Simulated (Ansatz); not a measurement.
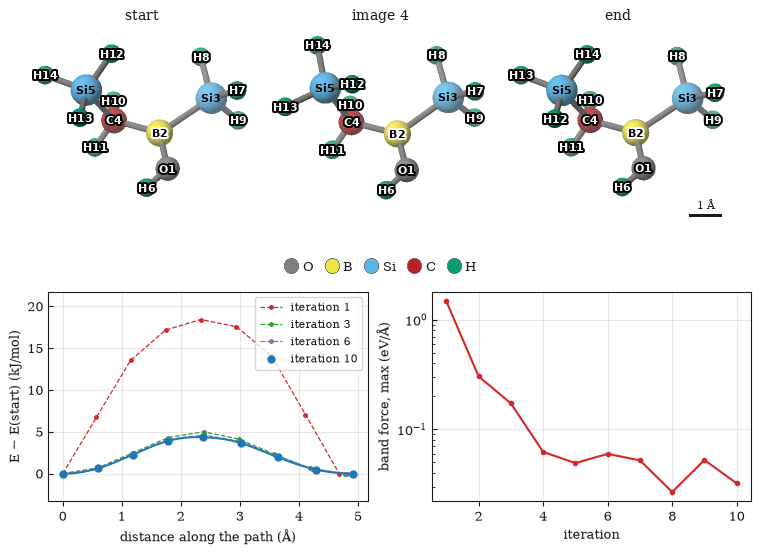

A search for the minimum-energy path of CH$_{9}$BOSi$_{2}$ by the nudged elastic band. Images are numbered from 0 (start) to 8 (end). The plot follows the band through its iterations. A ball-and-stick model, seen at a tilt.

Theory: Ansatz 0.2.0, RHF/6-31G. Run with 7 movable images; climbing image; force threshold 0.05 eV/Å; iteration limit 39; starting path by image-dependent pair potential.

### How did the profile develop, and is the result final?

The result is final at these settings. The band converged in 10 iterations. The largest component of the band force went from 1.5 to 0.032 eV/Å. The climbing image converged on the top of the path. Its vibrational analysis gives one imaginary mode (100i cm⁻¹), as a transition state must have. The first iteration put the highest image at 18.43 kJ/mol. The barrier is about 4.36 kJ/mol in both directions, with image 4 at the top; the ends have the same energy.

Cost: 4 min on 1 thread of Intel(R) Xeon(R) Platinum 8488C (Sapphire Rapids), with other jobs on the host, peak memory 0.17 GiB.
